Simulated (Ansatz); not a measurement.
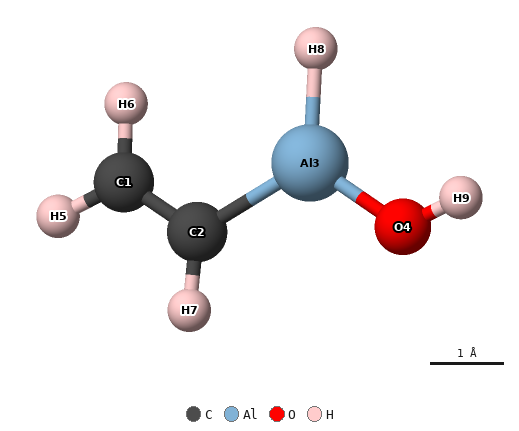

Figure 1. The structure (ball-and-stick view, seen at a tilt; atoms are numbered from 1 in the order of the input). Sticks mark near contacts.

# Single-point calculation, with input and output: C$_{2}$H$_{5}$AlO

- system: C$_{2}$H$_{5}$AlO, SMILES C=[CH][AlH][OH]
- method: RKS wB97M-V/def2-TZVPP (Ansatz 0.2.0)

The geometry is a minimum found at another level. The geometry comes from this level: PBE0-D4/def2-TZVP.

**Output**
```
Functional definition: wB97M-V
  name "wB97M-V"
  cite "Mardirossian & Head-Gordon, J. Chem. Phys. 144, 214110 (2016) doi:10.1063/1.4952647"
  cite "Becke, J. Chem. Phys. 107, 8554 (1997) doi:10.1063/1.475007"
  cite "Vydrov & Van Voorhis, J. Chem. Phys. 133, 244103 (2010) doi:10.1063/1.3521275"
  # Of w^i u^j: cxij and so on, Table III.
  parameter omega = 0.3/bohr
  parameter cx = 0.15
  parameter cx01 = 1.007
  parameter cx10 = 0.259
  parameter css00 = 0.443
  parameter css04 = -1.437
  parameter css10 = -4.535
  parameter css20 = -3.390
  parameter css43 = 4.278
  parameter cos00 = 1.000
  parameter cos10 = 1.358
  parameter cos20 = 2.924
  parameter cos21 = -8.812
  parameter cos60 = -1.390
  parameter cos61 = 9.142
  parameter b = 6.0
  parameter c = 0.01
  gx(w, u) = 1 - cx + cx01*u + cx10*w
  gss(w, u) = css00 + css04*u^4 + css10*w + css20*w^2 + css43*w^4*u^3
  gos(w, u) = cos00 + cos10*w + (cos20 + cos21*u)*w^2 + (cos60 + cos61*u)*w^6
  exchange = spin_sum(e_x_unif_sr(omega)*gx(b97_w, b97_u_x)) + cx*exact_x_sr(omega) + exact_x_lr(omega)
  correlation = spin_sum(e_c_pw_mod_same_spin*gss(b97_w, b97_u_same))
      + integral(e_c_pw_mod_opposite_spin*gos(b97_w_opposite, b97_u_opposite)) + vv10(b, c)
1078 factors; their error is unknown
273 factors; integrals over basis functions are off by at most 1.1e-5 eV
mean field evaluation 1: about -10792.6636 eV, gradient 6.3e1 eV
mean field evaluation 2: about -10791.8891 eV, gradient 6.9e1 eV
mean field evaluation 4: about -10800.0055 eV, gradient 2.2e0 eV
mean field evaluation 8: about -10800.0225 eV, gradient 1.5e-1 eV
mean field evaluation 16: about -10800.0231 eV, gradient 6.8e-5 eV
mean field -10800.02313084 eV, -396.8935295398 hartree, gradient 6.8e-5 eV, S^2 0.000000; 0 other end points of the search recorded, 0 dependent functions left out
reference -10800.02318281 eV, -396.8935314496 hartree; 19, 19 occupied and 186, 186 virtual orbitals, 1078 factors
Total energy: -10800.02318281 eV, -396.8935314496 hartree
```

The run was set up as follows.

**Input**
```yaml
crystal:
  periodic: [false, false, false]
  atoms:
    - {symbol: C, position_ang: [-0.627400, 0.800625, 1.495541]}
    - {symbol: C, position_ang: [-0.833870, 0.160943, 0.341530]}
    - {symbol: Al, position_ang: [0.688278, -0.372397, -0.718127]}
    - {symbol: O, position_ang: [0.417607, -1.184672, -2.183951]}
    - {symbol: H, position_ang: [-1.437234, 1.130872, 2.143816]}
    - {symbol: H, position_ang: [0.375173, 1.028886, 1.854146]}
    - {symbol: H, position_ang: [-1.867294, -0.029017, 0.054525]}
    - {symbol: H, position_ang: [2.163721, -0.057001, -0.227611]}
    - {symbol: H, position_ang: [1.121029, -1.478249, -2.759859]}
basis:
  gaussian: {orbitals: def2-TZVPP}
hamiltonian: {xc: {name: wB97M-V}}
```

Launched with:
```bash
ansatz run in.yaml --threads 2 --pin off --events-out ev --progress --plain --max-ram 4352MiB
```

**Results in brief**

```json
{"quantity": "outcome", "value": "converged"}
{"quantity": "total energy", "value": "−10800.0232 eV"}
{"quantity": "SCF solution under orbital rotations", "value": "stable"}
{"quantity": "hardware", "value": "2 threads of Arm Neoverse V1, 23 GiB of memory available, shared host"}
{"quantity": "wall time", "value": "9.5 s (CPU time 18 s)"}
{"quantity": "peak memory", "value": "0.42 GiB"}
```
